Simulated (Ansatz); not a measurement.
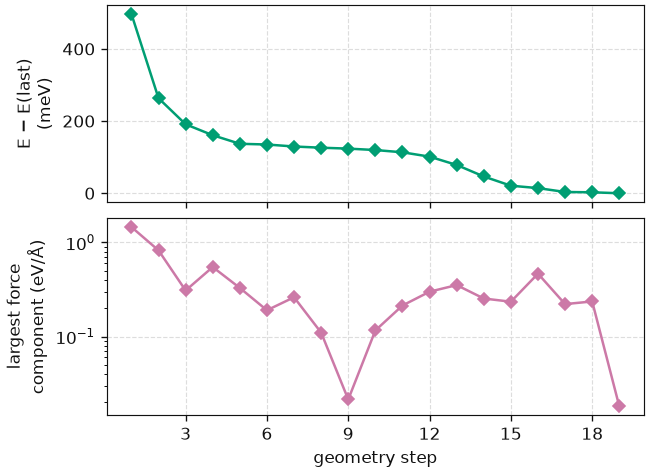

History of a geometry optimisation.

```
crystal:
  periodic: [false, false, false]
  atoms:
    - {symbol: K, position_ang: [0.666700, 1.320400, -4.092500]}
    - {symbol: O, position_ang: [-1.742000, -1.572500, 1.514200]}
    - {symbol: Al, position_ang: [-0.378000, -0.709100, 1.854100]}
    - {symbol: O, position_ang: [0.412400, -0.603800, 3.285600]}
    - {symbol: O, position_ang: [0.195200, 0.111400, 0.473100]}
    - {symbol: Al, position_ang: [0.350400, 0.574500, -1.099500]}
    - {symbol: O, position_ang: [1.160000, 1.916900, -1.706500]}
    - {symbol: O, position_ang: [-0.262800, -0.229100, -2.458200]}
    - {symbol: H, position_ang: [-2.342600, -2.127200, 1.996600]}
    - {symbol: H, position_ang: [1.153700, -0.256600, 3.762400]}
    - {symbol: H, position_ang: [1.591800, 2.587600, -1.178900]}
    - {symbol: H, position_ang: [-0.804800, -1.012500, -2.350500]}
basis:
  gaussian: {orbitals: def2-SVP}
total_charge: 1
hamiltonian: {xc: pbe, dispersion: d4}
relax: {f_tol: 0.03, max_steps: 250}
```

Command:
```bash
ansatz run in.yaml --threads 2 --pin off --events-out ev --progress --plain --max-ram 32768MiB --backend cuda --devices 0, --max-vram 18GiB
```

**How did the optimisation end?**

The optimisation met its thresholds at geometry 19, counting the start as the first. The energy fell by about 500 meV from the first step to the last. The largest force component goes from about 1.5 eV/Å at the start to 0.018 eV/Å at the end.
